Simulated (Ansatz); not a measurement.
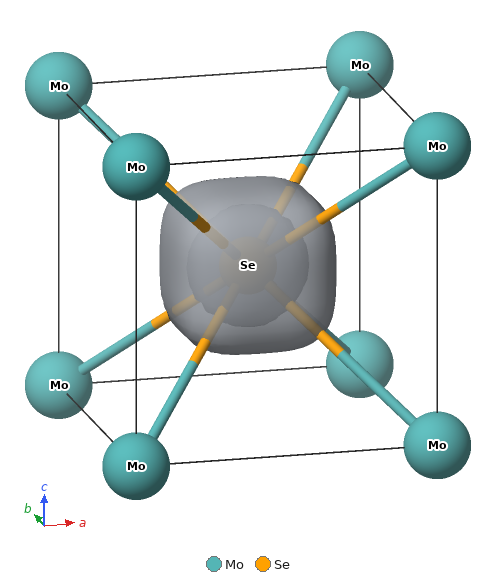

The picture shows: MoSe. Isosurface of the electron localisation function at 0.75 (grey), seen slightly off an axis. Only the valence region is drawn (cores and ρ < 0.01 e/Å³ removed). Sticks mark near contacts.

Space group Pm-3m; started from the CsCl (B2) prototype, which need not be the ambient phase; computed pressure about −11 GPa in this cell; computed without spin polarisation; Hubbard U of 4.38 eV on Mo d only.

Level of theory: Ansatz 0.2.0, DFT PBE+U, scalar-relativistic, plane waves, PAW.

**Describe the localisation domains.**

The surface consists of one region wrapped around Se (its valence shell), counted in one cell of 2 atoms. Regions shared between cells count once. Along the contacts the grid gives the following. Mo–Se (3.06 Å): the ELF is about 0.30 at the midpoint and 0 at its lowest between the atoms.
